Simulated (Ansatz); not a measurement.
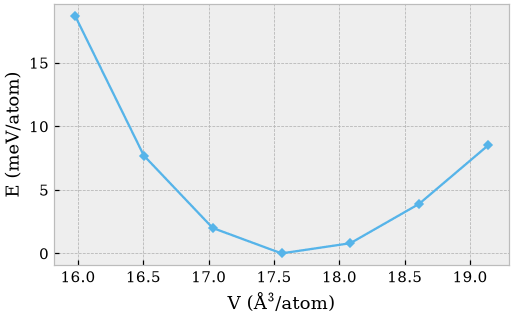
Figure. SnO in space group R3m (No. 160; Sn on 3a, O on 3a) under volume change, plane-wave PAW LDA (Ansatz code), shape and atoms relaxed at each volume.

Q: What does a third-order Birch–Murnaghan fit give for V₀, B₀ and B′?

A: V₀ = 17.61 Å³/atom, B₀ = 28.9 GPa, B′ = 9.2.

A made-up cell: these elements were put on the sites of a structure type; neither database checked (COD, Materials Project) lists it. It is not the phase usual at ambient conditions (space group No. 129). The cell was relaxed with LDA under the symmetry of its start; of distortions, only those at the zone centre were tested. Spin–orbit coupling is left out wherever it is not named.

Potentials: the later of the program's two PAW sets.
